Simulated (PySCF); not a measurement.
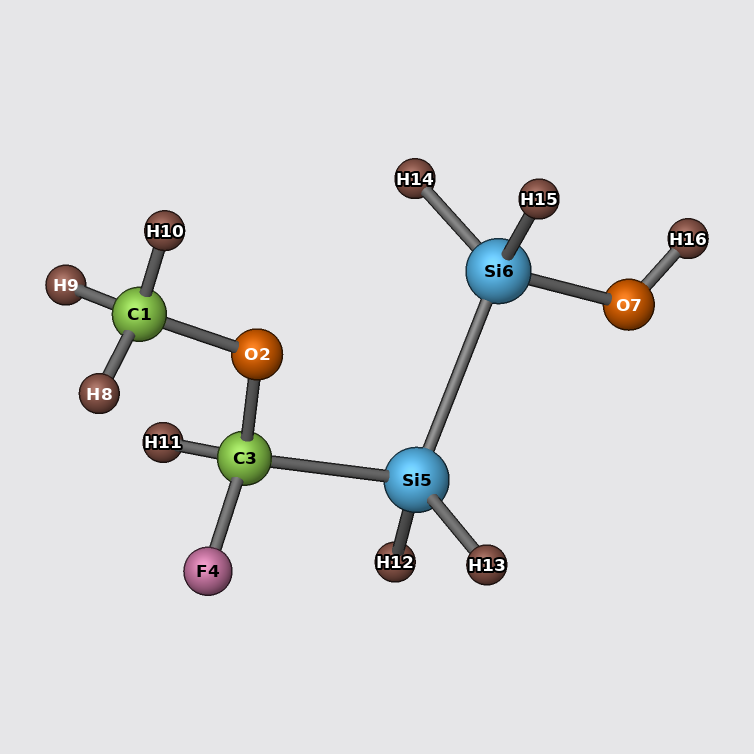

The questions are on isotropic NMR shieldings of the O atoms. The geometry was computed by an optimisation with GFN2-xTB. No frequency run is at hand to confirm it as a minimum. Properties computed with GIAO PBE0/pcSseg-1 NMR shielding, non-relativistic, gas phase (PySCF 2.14.0).

List the isotropic NMR shieldings of the O atoms.

```csv
atom,σ (ppm)
O2,251.0
O7,338.5
```

The geometry is semi-empirical. Around Si such bond lengths and angles can be off by a tenth of an ångström or more and by several degrees, and values that hang on the shape move with them.
